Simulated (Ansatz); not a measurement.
## Electronic structure of C3HGe (SMILES C#C[C]#[Ge-]) (charge −1) in real space

Input file:

```
crystal:
  periodic: [false, false, false]
  atoms:
    - symbol: C
      position_ang: [0.000000, 0.000000, -1.419079]
    - symbol: C
      position_ang: [0.000000, 0.000000, -0.179456]
    - symbol: C
      position_ang: [0.000000, 0.000000, 1.179017]
    - symbol: Ge
      position_ang: [0.000000, 0.000000, 2.908818]
    - symbol: H
      position_ang: [0.000000, 0.000000, -2.489301]
basis:
  gaussian:
    orbitals: def2-TZVPD
total_charge: -1
hamiltonian:
  xc: {name: PBE0}
output:
  forces: true
  orbitals: {seedname: orbitals}
```

Command:

```sh
ansatz run input.yaml --threads 2 --pin off --max-ram 4350MiB --events-out events.jsonl --progress --plain --runs-dir runs
```

Geometry: PBE0-D3(BJ)/def2-SVPD.

Theory: isolated molecule in a Gaussian basis; Kohn-Sham density functional theory, functional PBE0 in Ansatz.

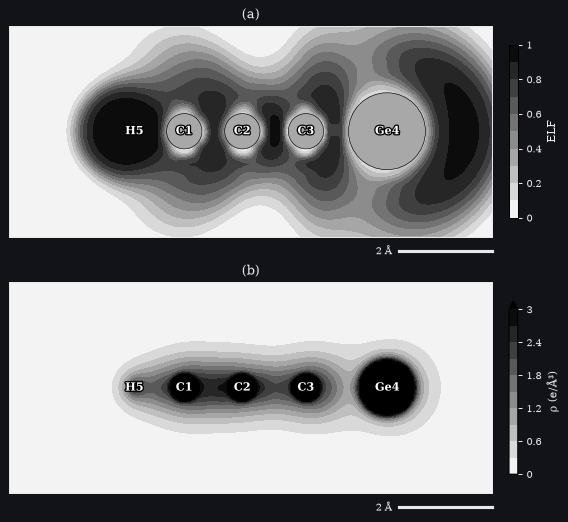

Figure 1. (a) ELF; (b) electron density on a plane that holds the molecular axis. Grey discs cover the atomic cores in the ELF map.

> Interpret the plot.

- The section cuts through C, Ge and H sites.
- C–C (1.24 Å): the density is about 2.6 e/Å³ at the midpoint; the ELF peaks at about 0.85 between the atoms; a multiple bond.
- C–Ge (1.73 Å): ρ is about 1.1 e/Å³ halfway; the ELF peaks at about 0.80 in the valence shell of C, 0.5 Å from its nucleus, and is about 0.35 at the midpoint.
- C–H (1.07 Å): the density is about 2 e/Å³ at the midpoint; the ELF climbs to about 1 towards the hydrogen, as it does in any bond to H: a covalent bond by its length.
- C–C (1.36 Å): the density is about 2.2 e/Å³ at the midpoint; the ELF peaks at about 0.95 between the atoms (localised, covalent bonding).

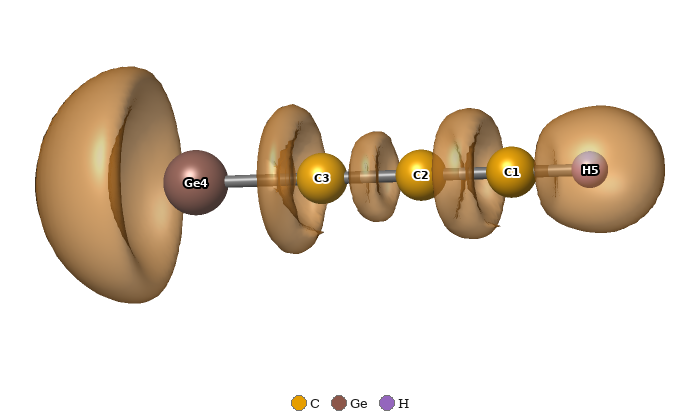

Figure 2. Isosurface of the electron localisation function at 0.8 (orange), seen from one side. Only the valence region is drawn (cores and ρ < 0.01 e/Å³ removed).

> Where are the electrons localised?

The surface consists of two regions between bonded C–C atoms (shared pairs), one region around a hydrogen nucleus, one lobe of the valence shell of C pointing towards Ge (polar bonds) and one lobe on Ge, pointing away from the bonds (lone pairs).
